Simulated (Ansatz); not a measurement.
# CH$_{4}$AlClO···NH$_{3}$: what the fields show

```xyz
12

Al   -0.7269    0.4720   -0.6493
N     1.8791    0.2579    1.1897
C    -1.8711   -1.0100   -0.0416
Cl   -1.2548    2.6353   -0.4469
H     2.0834    0.0801    0.2043
O     0.7660    0.0958   -1.6476
H     2.1267    1.1760    1.5505
H     2.0011   -0.5210    1.8292
H    -2.3970   -0.7452    0.8903
H    -1.2298   -1.8895    0.1438
H    -2.6205   -1.2839   -0.8028
H     1.2438    0.7328   -2.2193
```

Not at a stationary point (largest force 1.6 eV/Å).

Method: RKS revPBE/6-31G (Ansatz).

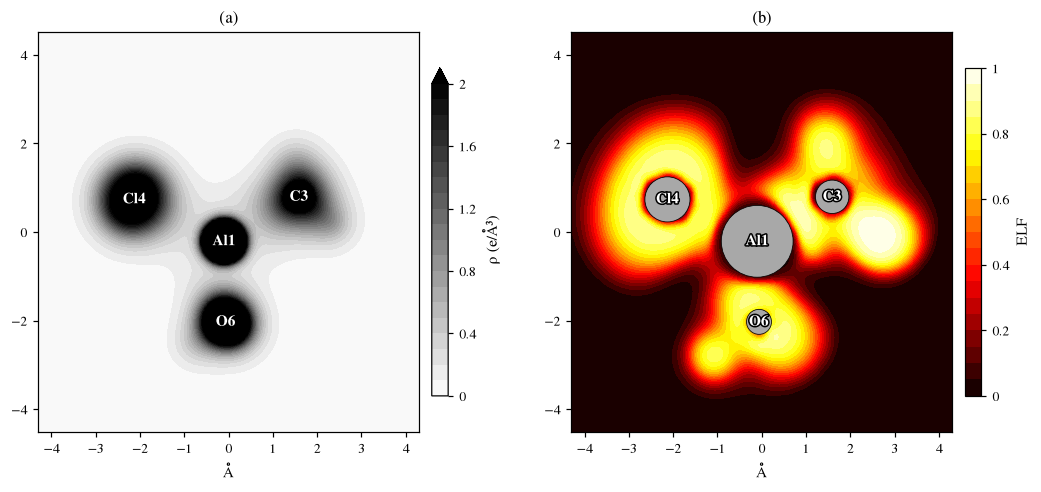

Figure 1. (a) total electron density; (b) ELF on the plane of atoms C3, Al1 and Cl4. Grey discs cover the atomic cores in the ELF map.

Read the bonding off the picture.

Answer. The section cuts through Al, C, Cl and O sites.
Al–O (1.83 Å): the density is about 0.57 e/Å³ at the midpoint; the ELF peaks at about 0.85 in the valence shell of O, 0.6 Å from its nucleus, and is about 0.40 at the midpoint.
C–Al (1.97 Å): ρ at the midpoint is about 0.63 e/Å³; the ELF peaks at about 0.95 between the atoms (a polar covalent bond).
Al–Cl (2.24 Å): the density is about 0.49 e/Å³ at the midpoint; the ELF peaks at about 0.85 in the valence shell of Cl, 0.8 Å from its nucleus, and is about 0.75 at the midpoint.
The ELF also peaks beside O6 and Cl4, away from the bonds: lone-pair regions.

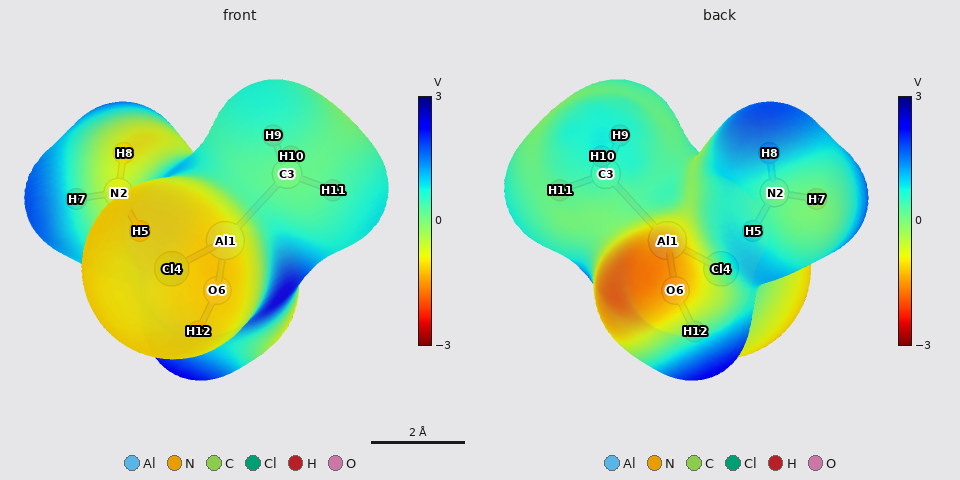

Figure 2. The electrostatic potential painted on the density surface at 0.002 e/bohr³, seen from the front and from behind; red is negative and blue positive.

Describe the electrostatic potential map.

Answer. The most negative region (about −1.8 V, or −42 kcal/mol for a unit charge) lies over O6, the most positive (about +2.3 V, or +53 kcal/mol for a unit charge) over Al1 and H12. O6 is the likeliest acceptor of a hydrogen bond.

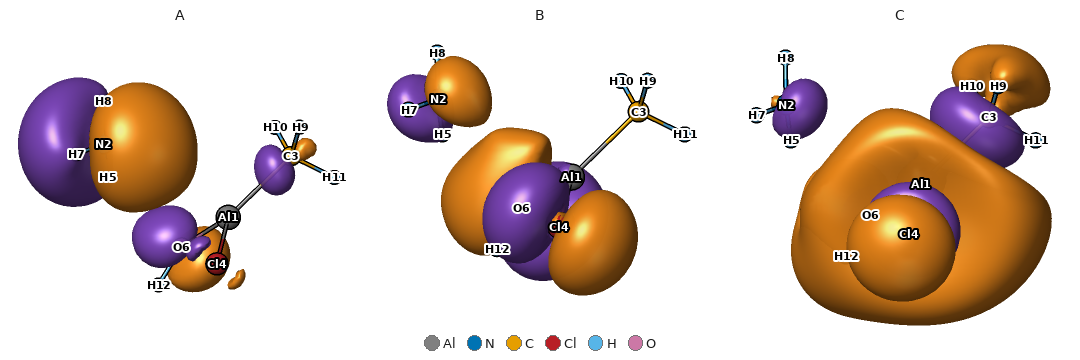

Figure 3. Three frontier orbitals at ±0.06 Å⁻³ᐟ² (orange and purple are the two phases), in no order.

Order the three orbitals by energy and name them.

Answer. B is the HOMO−1 (−6.66 eV). Its weight (Hirshfeld) is mainly on O6 (about 65 %) and Cl4 (about 15 %); largely a lone pair of O6. A is the HOMO (−5.56 eV). By Hirshfeld shares it lies mainly on N2 (about 75 %); largely a lone pair of N2. C is the LUMO (−1.08 eV). By Hirshfeld shares it lies mainly on Al1 (about 45 %), Cl4 (about 20 %), C3 (about 10 %) and O6 (about 10 %).

What is the HOMO–LUMO gap?

Answer. 4.48 eV between the orbital energies.

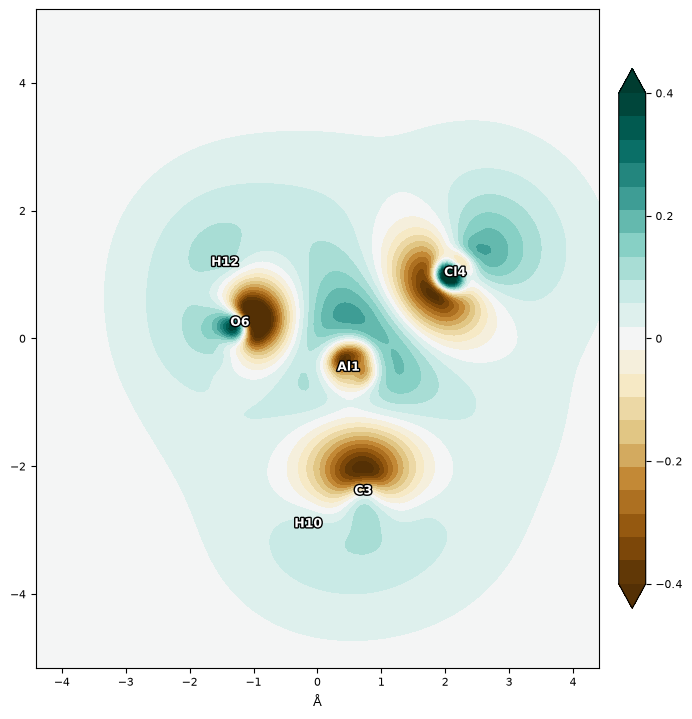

Figure 4. One frontier orbital on the plane of atoms Cl4, Al1 and O6 (values in Å⁻³ᐟ²; the overall sign is arbitrary).

Which orbital is it: HOMO or LUMO?

Answer. The LUMO, at −1.08 eV. By Hirshfeld shares it lies mainly on Al1 (about 45 %), Cl4 (about 20 %), C3 (about 10 %) and O6 (about 10 %).
